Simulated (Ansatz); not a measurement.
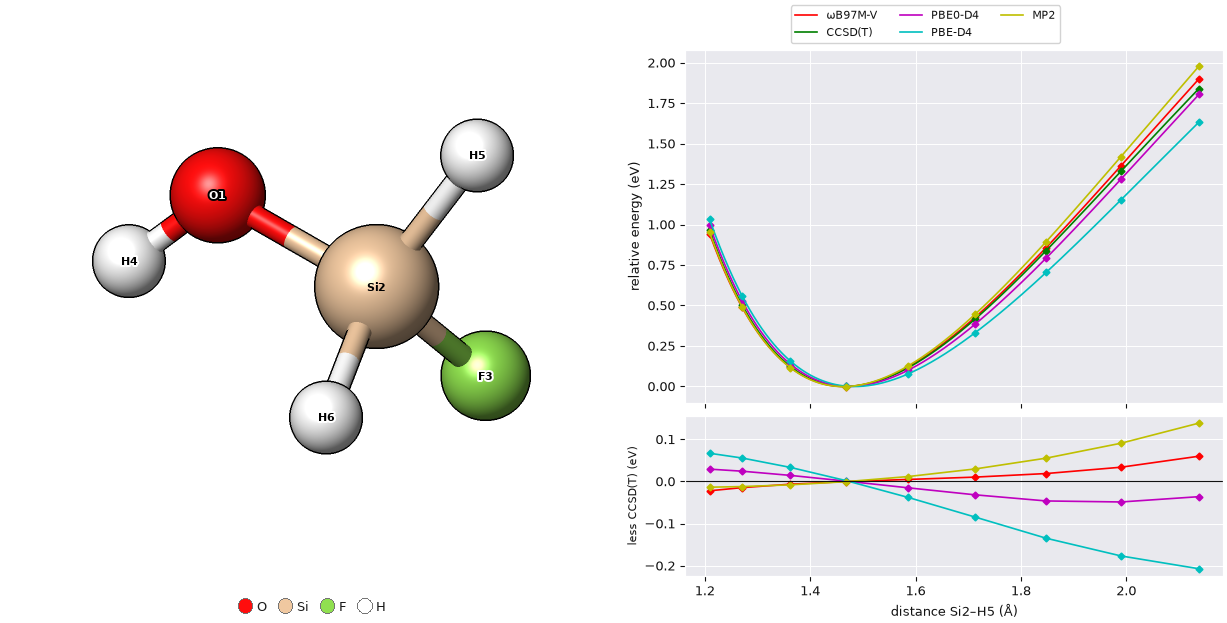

Rigid scan of the stretch Si2–H5 in SiH₃OF, SMILES O[SiH2]F. The Ansatz code, def2-TZVPP, cores frozen in correlated methods. A stretch is scanned from the minimum (PBE0-D4/def2-TZVP); energies less that of the minimum at the same level. Splines pass through the computed points, which are marked.

### Order the curves at 2.14 Å, where they differ most.

PBE-D4 1.634, PBE0-D4 1.805, CCSD(T) 1.841, ωB97M-V 1.901, MP2 1.979 eV, from lowest to highest.

### Give the values at the computed points.

In eV:
| distance Si2–H5 (Å) | ωB97M-V | CCSD(T) | PBE0-D4 | PBE-D4 | MP2 |
| --- | --- | --- | --- | --- | --- |
| 1.21 | 0.943 | 0.965 | 0.994 | 1.032 | 0.951 |
| 1.27 | 0.487 | 0.502 | 0.526 | 0.558 | 0.490 |
| 1.36 | 0.118 | 0.124 | 0.139 | 0.158 | 0.116 |
| 1.47 | −0.001 | 0.000 | 0.000 | 0.001 | −0.001 |
| 1.59 | 0.120 | 0.115 | 0.100 | 0.077 | 0.127 |
| 1.71 | 0.426 | 0.416 | 0.384 | 0.331 | 0.446 |
| 1.85 | 0.858 | 0.839 | 0.793 | 0.705 | 0.895 |
| 1.99 | 1.364 | 1.330 | 1.281 | 1.153 | 1.420 |
| 2.14 | 1.901 | 1.841 | 1.805 | 1.634 | 1.979 |
